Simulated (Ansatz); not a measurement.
# CH5B (triplet): the correlation ladder at distance B1–H4 along a hydrogen transfer = 1.194 Å, cc-pVDZ

Aim: climb from Hartree-Fock through coupled cluster and multireference methods for CH5B (triplet) at one geometry and basis, and see what each rung misses.

Method: cc-pVDZ, core rule «outside noble gas», up to 2 orbitals frozen; program: Ansatz 0.2.0, Gaussian basis.

Plan: UHF; CCSD(T) on ROHF; CCSD(T) on UHF; BCCD(T) on ROHF; CISD; CCSDT(Q) on ROHF; CCSDT(Q) on UHF; CASSCF and NEVPT2, 4 electrons in 4 orbitals.

7 further runs of the same task are left out: 6 that didn't finish, 1 set aside as unsound or not needed.

## Step 1: The system

The geometry derives from fragments relaxed apart (PBE0/def2-TZVP) and kept rigid, so it is no stationary point. A hydrogen atom is moved between rigid fragments.

7 atoms, charge 0, spin multiplicity 3.

Atoms are counted from 1 here; the program's logs count them from 0.

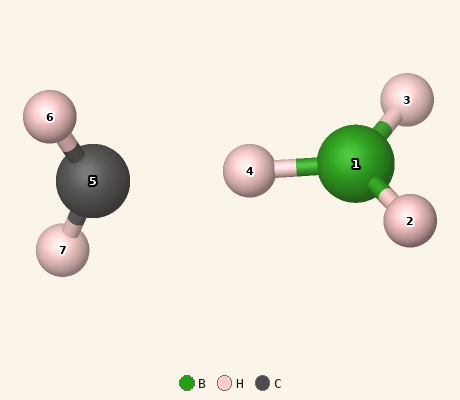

The geometry (boron green, hydrogen pink, carbon dark grey); atoms are numbered from 1 in the order of the file.

## Step 2: UHF

in.yaml

```yaml
crystal:
  periodic: [false, false, false]
  atoms:
    - {symbol: B, position_ang: [-1.518161, 0.000000, 0.000000]}
    - {symbol: H, position_ang: [-2.114894, 1.033571, 0.000000]}
    - {symbol: H, position_ang: [-2.114894, -1.033571, 0.000000]}
    - {symbol: H, position_ang: [-0.324696, 0.000000, 0.000000]}
    - {symbol: C, position_ang: [1.437839, 0.000000, 0.000000]}
    - {symbol: H, position_ang: [1.852307, 0.000000, 0.996161]}
    - {symbol: H, position_ang: [1.852307, 0.000000, -0.996161]}
basis:
  gaussian: {orbitals: cc-pVDZ}
magnetization: {spin_polarized: true, initial_magnetization: 2}
hamiltonian: {xc: hf}
output: {orbitals: {seedname: orbitals}}
```

On the command line:

```console
$ ansatz run in.yaml --threads 1 --pin off --events-out ev --progress --plain --max-ram 2393MiB
```

Further steps of the session: CCSD(T) on ROHF; CCSD(T) on UHF; BCCD(T) on ROHF; CISD; CCSDT(Q) on ROHF; CCSDT(Q) on UHF; CASSCF and NEVPT2, 4 electrons in 4 orbitals.

**Question.** What will the summary of the whole plan be? Wanted: UCCSDT(Q) below the RHF energy; RMP2 from UCCSDT(Q); UMP2 from UCCSDT(Q); RCCSD from UCCSDT(Q); RCCSD(T) from UCCSDT(Q); UCCSD(T) from UCCSDT(Q); RCCSDT(Q) from UCCSDT(Q); NEVPT2 pair from UCCSDT(Q); T1 diagnostic.

**Answer**, as computed:

| quantity | value |
| --- | --- |
| UCCSDT(Q) below the RHF energy | -6.7411 eV |
| RMP2 from UCCSDT(Q) | +1351.7 meV |
| UMP2 from UCCSDT(Q) | +1337.6 meV |
| RCCSD from UCCSDT(Q) | +137.9 meV |
| RCCSD(T) from UCCSDT(Q) | +27.3 meV |
| UCCSD(T) from UCCSDT(Q) | +26.8 meV |
| RCCSDT(Q) from UCCSDT(Q) | +0.9 meV |
| NEVPT2 pair from UCCSDT(Q) | +1349.9 meV |
| levels within 1 kcal/mol (43 meV) | RCCSD(T), UCCSD(T), BCCD(T), RCCSDT, UCCSDT, RCCSDT(Q) |
| T1 diagnostic | 0.019 |

RCCSD(T) lands +27.3 meV from the yardstick (0.4 % of the correlation energy). These misses are within one basis, not against nature; the frozen cores of restricted and unrestricted runs differ, which can shift their rows.
